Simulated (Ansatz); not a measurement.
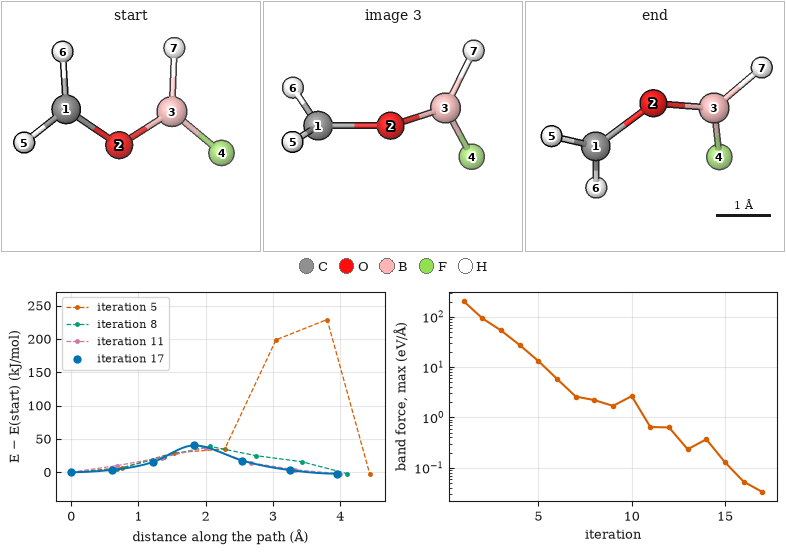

NEB run on CH3BFO (multiplicity 2). Images are numbered from 0 (start) to 6 (end). The plot follows the band through its iterations. Style: ball-and-stick. Shown at a tilt.

Level of theory: UKS PBE-D4/6-31G* (Ansatz). Set-up: 5 movable images; climbing image; force threshold 0.05 eV/Å; iteration limit 60; starting path through a guess of the saddle point.

How did the profile develop, and is the result final?

The result is final at these settings. The band converged in 17 iterations. The largest component of the band force went from 200 to 0.033 eV/Å. The climbing image converged on the top of the path. Its vibrational analysis gives one imaginary mode (265i cm⁻¹), as a transition state must have. The first iteration put the highest image at 4675.6 kJ/mol. The energy climbs by 40.2 kJ/mol to image 3 and then falls by 42.4 kJ/mol, so the end point sits at −2.2 kJ/mol.

The run took 3.4 min on 1 thread of Arm Neoverse V1, on a shared host, peak memory 0.13 GiB.
